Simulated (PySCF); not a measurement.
SMILES CN(C)[SiH2][SiH2][SiH3] (C2H13NSi3), GFN2-xTB optimised geometry. Atoms within 1.6 Å of the plane z = 1.0 Å (x, y, z in Å): Si1 (-0.40, 1.41, 0.00), H7 (-0.81, 0.88, 1.30), H8 (-0.80, 2.82, 0.00), H9 (1.07, 1.41, 0.00).

Method: PBE0/def2-SVP (PySCF).

Map of the Laplacian of the electron density (e/bohr⁵) on the plane z = 1.0 Å:

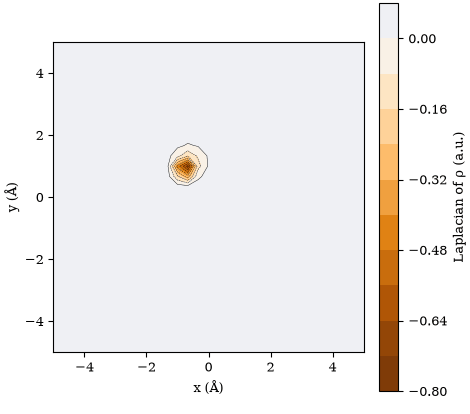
Figure. Laplacian of the electron density (e/bohr⁵) on the plane z = 1.0 Å.
